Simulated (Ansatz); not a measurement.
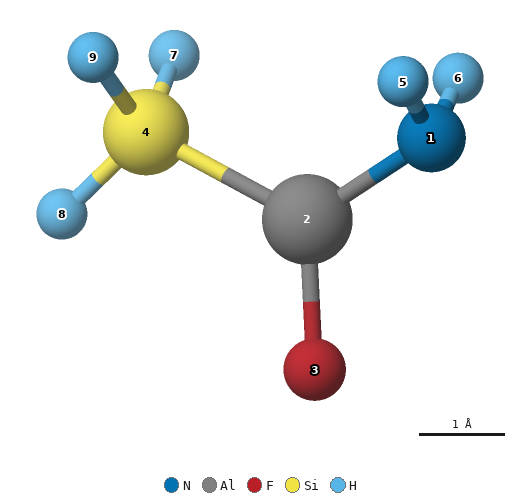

*The starting structure (ball-and-stick view, seen at a tilt; atoms are numbered from 1 in the order of the input). Sticks mark near contacts.*

Bond lengths as drawn: Al–F 1.77 Å, Al–N 1.86 Å, Al–Si 2.29 Å, H–N 1.07 to 1.08 Å and H–Si 1.45 to 1.54 Å.

# Run report: AlSiNH5F, nudged elastic band (part 1 of 2)

The run: nudged elastic band of AlSiNH5F. Method and program: RHF/def2-SVP (Ansatz 0.2.0).

The run did not end well. One setting was made poor on purpose. It belongs to a series of runs on one base structure; here: band between the two ends.

**The input**
```yaml
crystal:
  periodic: [false, false, false]
  atoms:
    - { symbol: "N", position_ang: [0.6681, 1.7577, -0.9813] }
    - { symbol: Al, position_ang: [0.9667, 0.1176, -0.1594] }
    - { symbol: F, position_ang: [2.6301, -0.474, -0.0206] }
    - { symbol: Si, position_ang: [-0.7441, -1.1636, 0.6693] }
    - { symbol: H, position_ang: [0.102, 2.3744, -0.314] }
    - { symbol: H, position_ang: [-0.0367, 1.6309, -1.785] }
    - { symbol: H, position_ang: [-1.7082, -1.5018, -0.4245] }
    - { symbol: H, position_ang: [-0.2536, -2.3969, 1.2568] }
    - { symbol: H, position_ang: [-1.5357, -0.3906, 1.7415] }
basis:
  gaussian: { orbitals: def2-SVP }
hamiltonian:
  xc: hf
neb:
  order_check: false
  images: 7
  f_tol: 0.03
  max_iterations: 60
  initial_path: idpp
  final_atoms:
    - { symbol: "N", position_ang: [0.6681, 1.7577, -0.9813] }
    - { symbol: Al, position_ang: [0.9667, 0.1176, -0.1594] }
    - { symbol: F, position_ang: [-0.42338, -0.79203, 0.45411] }
    - { symbol: Si, position_ang: [3.07019, -0.75808, 0.09277] }
    - { symbol: H, position_ang: [0.102, 2.3744, -0.314] }
    - { symbol: H, position_ang: [-0.0367, 1.6309, -1.785] }
    - { symbol: H, position_ang: [3.925, 0.1804, 0.88576] }
    - { symbol: H, position_ang: [3.03815, -2.04295, 0.7672] }
    - { symbol: H, position_ang: [3.7541, -0.9396, -1.27583] }
```

Launch command:
```bash
ansatz run input.yaml --threads 1 --pin off --max-ram 2048MiB --backend cpu --events-out ev --progress --plain --runs-dir out
```

**What the program printed**
```
Engine: ansatz 0.2.0, x86_64-unknown-linux-gnu
Functional definition: HF
  exchange = exact_x
  correlation = 0
911 factors; integrals over basis functions are off by at most 3.9e-4 eV
mean field evaluation 1: about -18701.6454 eV, gradient 4.3e1 eV
mean field evaluation 2: about -18701.6757 eV, gradient 4.3e1 eV
mean field evaluation 4: about -18705.8476 eV, gradient 2.7e0 eV
mean field evaluation 8: about -18705.8987 eV, gradient 2.4e-1 eV
mean field -18705.89898707 eV, -687.4291084610 hartree, gradient 2.3e-5 eV, S^2 0.000000; 0 other end points of the search recorded, 0 dependent functions left out
the calculation of the forces begins
reference -18705.89898707 eV, -687.4291084610 hartree; 24, 24 occupied and 65, 65 virtual orbitals, 911 factors
911 factors; integrals over basis functions are off by at most 4.1e-4 eV
mean field evaluation 16: about -18704.6898 eV, gradient 2.7e1 eV
mean field -18706.00581564 eV, -687.4330343385 hartree, gradient 2.2e-5 eV, S^2 0.000000; 0 other end points of the search recorded, 0 dependent functions left out
[... from here on the field's lines of each further geometry are left out, up to the last ...]
WARN: NEB end point (image 0): max|allowed force component| = 3.870e0 eV/Å (the criterion of neb.relax_end_points is 1.000e-2). That is over neb.f_tol: it is no minimum, so the barrier can be far off. Relax it first
WARN: NEB end point (image 8): max|allowed force component| = 3.288e0 eV/Å (the criterion of neb.relax_end_points is 1.000e-2). That is over neb.f_tol: it is no minimum, so the barrier can be far off. Relax it first
NEB iter   1: max|band force component| = 3.906e0 eV/Å  barrier→ = 0.0000 eV  barrier← = 0.1068 eV  Δτ_max = 0.1992 Å  (306 SCF iters)
NEB iter   2: max|band force component| = 1.757e0 eV/Å  barrier→ = 0.0000 eV  barrier← = 0.1068 eV  Δτ_max = 0.2000 Å  (216 SCF iters)
NEB iter   3: max|band force component| = 1.152e0 eV/Å  barrier→ = 0.0000 eV  barrier← = 0.1068 eV  Δτ_max = 0.1747 Å  (212 SCF iters)
NEB iter   4: max|band force component| = 6.850e-1 eV/Å  barrier→ = 0.0000 eV  barrier← = 0.1068 eV  Δτ_max = 0.0541 Å  (217 SCF iters)
NEB iter   5: max|band force component| = 2.360e-1 eV/Å  barrier→ = -0.7454 eV  barrier← = -0.6386 eV  CI = image 1  Δτ_max = 0.1145 Å  (226 SCF iters)
NEB iter   6: max|band force component| = 1.036e0 eV/Å  barrier→ = -0.7383 eV  barrier← = -0.6314 eV  CI = image 1  Δτ_max = 0.1347 Å  (223 SCF iters)
NEB iter   7: max|band force component| = 1.989e0 eV/Å  barrier→ = -0.5533 eV  barrier← = -0.4465 eV  CI = image 1  Δτ_max = 0.1968 Å  (225 SCF iters)
NEB iter   8: max|band force component| = 1.929e0 eV/Å  barrier→ = -0.4963 eV  barrier← = -0.3894 eV  CI = image 1  Δτ_max = 0.1966 Å  (223 SCF iters)
NEB iter   9: max|band force component| = 2.545e0 eV/Å  barrier→ = -0.3240 eV  barrier← = -0.2172 eV  CI = image 1  Δτ_max = 0.1986 Å  (221 SCF iters)
NEB iter  10: max|band force component| = 3.338e0 eV/Å  barrier→ = -0.2843 eV  barrier← = -0.1775 eV  CI = image 1  Δτ_max = 0.1968 Å  (218 SCF iters)
NEB iter  11: max|band force component| = 2.944e0 eV/Å  barrier→ = -0.3128 eV  barrier← = -0.2059 eV  CI = image 1  Δτ_max = 0.1968 Å  (219 SCF iters)
NEB iter  12: max|band force component| = 3.434e0 eV/Å  barrier→ = -0.2107 eV  barrier← = -0.1039 eV  CI = image 1  Δτ_max = 0.1964 Å  (217 SCF iters)
NEB iter  13: max|band force component| = 3.058e0 eV/Å  barrier→ = -0.2553 eV  barrier← = -0.1485 eV  CI = image 1  Δτ_max = 0.1968 Å  (221 SCF iters)
NEB iter  14: max|band force component| = 3.245e0 eV/Å  barrier→ = -0.2385 eV  barrier← = -0.1317 eV  CI = image 1  Δτ_max = 0.1970 Å  (220 SCF iters)
NEB iter  15: max|band force component| = 3.125e0 eV/Å  barrier→ = -0.2418 eV  barrier← = -0.1350 eV  CI = image 1  Δτ_max = 0.1966 Å  (219 SCF iters)
NEB iter  16: max|band force component| = 3.212e0 eV/Å  barrier→ = -0.2232 eV  barrier← = -0.1163 eV  CI = image 1  Δτ_max = 0.1974 Å  (219 SCF iters)
NEB iter  17: max|band force component| = 3.225e0 eV/Å  barrier→ = -0.2246 eV  barrier← = -0.1178 eV  CI = image 1  Δτ_max = 0.1966 Å  (219 SCF iters)
NEB iter  18: max|band force component| = 3.296e0 eV/Å  barrier→ = -0.2153 eV  barrier← = -0.1085 eV  CI = image 1  Δτ_max = 0.1973 Å  (219 SCF iters)
NEB iter  19: max|band force component| = 3.269e0 eV/Å  barrier→ = -0.2228 eV  barrier← = -0.1160 eV  CI = image 1  Δτ_max = 0.1967 Å  (220 SCF iters)
NEB iter  20: max|band force component| = 3.302e0 eV/Å  barrier→ = -0.2157 eV  barrier← = -0.1089 eV  CI = image 1  Δτ_max = 0.1980 Å  (217 SCF iters)
NEB iter  21: max|band force component| = 3.300e0 eV/Å  barrier→ = -0.2194 eV  barrier← = -0.1126 eV  CI = image 1  Δτ_max = 0.1975 Å  (220 SCF iters)
NEB iter  22: max|band force component| = 3.327e0 eV/Å  barrier→ = -0.2150 eV  barrier← = -0.1082 eV  CI = image 1  Δτ_max = 0.1982 Å  (219 SCF iters)
NEB iter  23: max|band force component| = 3.293e0 eV/Å  barrier→ = -0.2197 eV  barrier← = -0.1129 eV  CI = image 1  Δτ_max = 0.1972 Å  (220 SCF iters)
NEB iter  24: max|band force component| = 3.319e0 eV/Å  barrier→ = -0.2175 eV  barrier← = -0.1107 eV  CI = image 1  Δτ_max = 0.1978 Å  (218 SCF iters)
NEB iter  25: max|band force component| = 3.287e0 eV/Å  barrier→ = -0.2214 eV  barrier← = -0.1146 eV  CI = image 1  Δτ_max = 0.1976 Å  (220 SCF iters)
NEB iter  26: max|band force component| = 3.287e0 eV/Å  barrier→ = -0.2183 eV  barrier← = -0.1115 eV  CI = image 1  Δτ_max = 0.1964 Å  (215 SCF iters)
NEB iter  27: max|band force component| = 3.268e0 eV/Å  barrier→ = -0.2227 eV  barrier← = -0.1158 eV  CI = image 1  Δτ_max = 0.1975 Å  (218 SCF iters)
NEB iter  28: max|band force component| = 3.278e0 eV/Å  barrier→ = -0.2184 eV  barrier← = -0.1116 eV  CI = image 1  Δτ_max = 0.1966 Å  (217 SCF iters)
NEB iter  29: max|band force component| = 3.266e0 eV/Å  barrier→ = -0.2258 eV  barrier← = -0.1190 eV  CI = image 1  Δτ_max = 0.1975 Å  (214 SCF iters)
NEB iter  30: max|band force component| = 3.282e0 eV/Å  barrier→ = -0.2161 eV  barrier← = -0.1093 eV  CI = image 1  Δτ_max = 0.1967 Å  (210 SCF iters)
NEB iter  31: max|band force component| = 3.281e0 eV/Å  barrier→ = -0.2268 eV  barrier← = -0.1200 eV  CI = image 1  Δτ_max = 0.1976 Å  (212 SCF iters)
NEB iter  32: max|band force component| = 3.283e0 eV/Å  barrier→ = -0.2171 eV  barrier← = -0.1103 eV  CI = image 1  Δτ_max = 0.1967 Å  (224 SCF iters)
NEB iter  33: max|band force component| = 3.291e0 eV/Å  barrier→ = -0.2290 eV  barrier← = -0.1222 eV  CI = image 1  Δτ_max = 0.1976 Å  (214 SCF iters)
NEB iter  34: max|band force component| = 3.263e0 eV/Å  barrier→ = -0.2157 eV  barrier← = -0.1089 eV  CI = image 1  Δτ_max = 0.1968 Å  (212 SCF iters)
NEB iter  35: max|band force component| = 3.266e0 eV/Å  barrier→ = -0.2318 eV  barrier← = -0.1250 eV  CI = image 1  Δτ_max = 0.1976 Å  (214 SCF iters)
NEB iter  36: max|band force component| = 3.256e0 eV/Å  barrier→ = -0.2199 eV  barrier← = -0.1130 eV  CI = image 1  Δτ_max = 0.1969 Å  (213 SCF iters)
NEB iter  37: max|band force component| = 3.258e0 eV/Å  barrier→ = -0.2379 eV  barrier← = -0.1311 eV  CI = image 1  Δτ_max = 0.1976 Å  (214 SCF iters)
NEB iter  38: max|band force component| = 3.247e0 eV/Å  barrier→ = -0.2197 eV  barrier← = -0.1129 eV  CI = image 1  Δτ_max = 0.1968 Å  (214 SCF iters)
NEB iter  39: max|band force component| = 3.283e0 eV/Å  barrier→ = -0.2391 eV  barrier← = -0.1323 eV  CI = image 1  Δτ_max = 0.1977 Å  (213 SCF iters)
NEB iter  40: max|band force component| = 3.297e0 eV/Å  barrier→ = -0.2147 eV  barrier← = -0.1079 eV  CI = image 1  Δτ_max = 0.1968 Å  (214 SCF iters)
NEB iter  41: max|band force component| = 3.284e0 eV/Å  barrier→ = -0.2355 eV  barrier← = -0.1287 eV  CI = image 1  Δτ_max = 0.1976 Å  (214 SCF iters)
NEB iter  42: max|band force component| = 3.286e0 eV/Å  barrier→ = -0.2132 eV  barrier← = -0.1064 eV  CI = image 1  Δτ_max = 0.1968 Å  (216 SCF iters)
NEB iter  43: max|band force component| = 3.275e0 eV/Å  barrier→ = -0.2343 eV  barrier← = -0.1275 eV  CI = image 1  Δτ_max = 0.1977 Å  (212 SCF iters)
NEB iter  44: max|band force component| = 3.290e0 eV/Å  barrier→ = -0.2139 eV  barrier← = -0.1071 eV  CI = image 1  Δτ_max = 0.1968 Å  (212 SCF iters)
NEB iter  45: max|band force component| = 3.283e0 eV/Å  barrier→ = -0.2341 eV  barrier← = -0.1272 eV  CI = image 1  Δτ_max = 0.1977 Å  (214 SCF iters)
NEB iter  46: max|band force component| = 3.273e0 eV/Å  barrier→ = -0.2154 eV  barrier← = -0.1085 eV  CI = image 1  Δτ_max = 0.1969 Å  (219 SCF iters)
NEB iter  47: max|band force component| = 3.253e0 eV/Å  barrier→ = -0.2379 eV  barrier← = -0.1311 eV  CI = image 1  Δτ_max = 0.1978 Å  (219 SCF iters)
NEB iter  48: max|band force component| = 3.299e0 eV/Å  barrier→ = -0.2134 eV  barrier← = -0.1065 eV  CI = image 1  Δτ_max = 0.1969 Å  (214 SCF iters)
NEB iter  49: max|band force component| = 3.289e0 eV/Å  barrier→ = -0.2389 eV  barrier← = -0.1321 eV  CI = image 1  Δτ_max = 0.1977 Å  (213 SCF iters)
NEB iter  50: max|band force component| = 3.280e0 eV/Å  barrier→ = -0.2111 eV  barrier← = -0.1043 eV  CI = image 1  Δτ_max = 0.1968 Å  (214 SCF iters)
NEB iter  51: max|band force component| = 3.240e0 eV/Å  barrier→ = -0.2375 eV  barrier← = -0.1306 eV  CI = image 1  Δτ_max = 0.1977 Å  (222 SCF iters)
NEB iter  52: max|band force component| = 3.348e0 eV/Å  barrier→ = -0.2074 eV  barrier← = -0.1006 eV  CI = image 1  Δτ_max = 0.1968 Å  (220 SCF iters)
NEB iter  53: max|band force component| = 3.324e0 eV/Å  barrier→ = -0.2343 eV  barrier← = -0.1274 eV  CI = image 1  Δτ_max = 0.1977 Å  (214 SCF iters)
NEB iter  54: max|band force component| = 3.296e0 eV/Å  barrier→ = -0.2091 eV  barrier← = -0.1023 eV  CI = image 1  Δτ_max = 0.1968 Å  (211 SCF iters)
NEB iter  55: max|band force component| = 3.244e0 eV/Å  barrier→ = -0.2342 eV  barrier← = -0.1273 eV  CI = image 1  Δτ_max = 0.1978 Å  (215 SCF iters)
NEB iter  56: max|band force component| = 3.369e0 eV/Å  barrier→ = -0.2050 eV  barrier← = -0.0982 eV  CI = image 1  Δτ_max = 0.1965 Å  (213 SCF iters)
NEB iter  57: max|band force component| = 3.359e0 eV/Å  barrier→ = -0.2257 eV  barrier← = -0.1189 eV  CI = image 1  Δτ_max = 0.1978 Å  (212 SCF iters)
NEB iter  58: max|band force component| = 3.288e0 eV/Å  barrier→ = -0.2112 eV  barrier← = -0.1044 eV  CI = image 1  Δτ_max = 0.1967 Å  (212 SCF iters)
NEB iter  59: max|band force component| = 3.233e0 eV/Å  barrier→ = -0.2337 eV  barrier← = -0.1268 eV  CI = image 1  Δτ_max = 0.1977 Å  (213 SCF iters)
the calculation of the forces begins
reference -18707.00369365 eV, -687.4697056791 hartree; 24, 24 occupied and 65, 65 virtual orbitals, 911 factors
these checks for a lower state are left out or cut short: starts, cluster_reference, orbital_swaps, neighbouring_geometries, increment
911 factors; integrals over basis functions are off by at most 3.8e-4 eV
mean field evaluation 2976: about -18706.7884 eV, gradient 1.6e-5 eV
mean field -18706.78841285 eV, -687.4617942555 hartree, gradient 5.0e-5 eV, S^2 0.000000; 0 other end points of the search recorded, 0 dependent functions left out
the calculation of the forces begins
reference -18706.78841285 eV, -687.4617942555 hartree; 24, 24 occupied and 65, 65 virtual orbitals, 911 factors
NEB iter  60: max|band force component| = 3.344e0 eV/Å  barrier→ = -0.2065 eV  barrier← = -0.0997 eV  CI = image 1  Δτ_max = 0.1967 Å  (213 SCF iters)
```

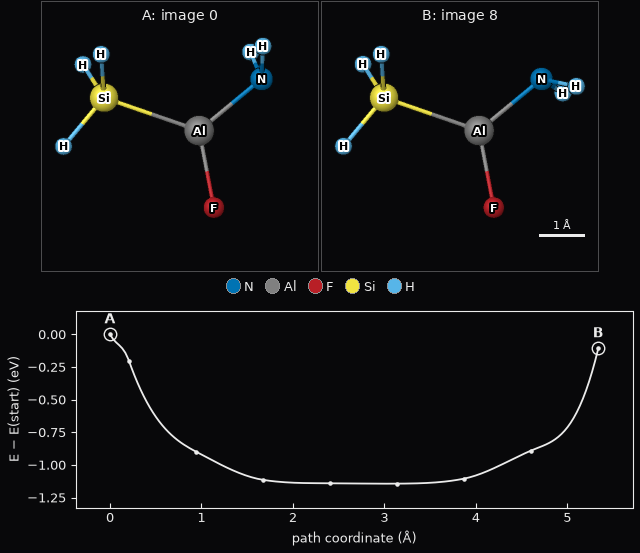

*Images of the last band (counted from 0; ball-and-stick, seen at a tilt) above the energy along the path; the line is a cubic interpolation that uses the forces.*

No image lies above both ends; the end is 0.107 eV below the start. The path is 5.34 Å long. The band had not converged after 60 iterations. The end points carry forces over 0.1 eV/Å, so they aren't fully relaxed minima and the barriers are approximate.
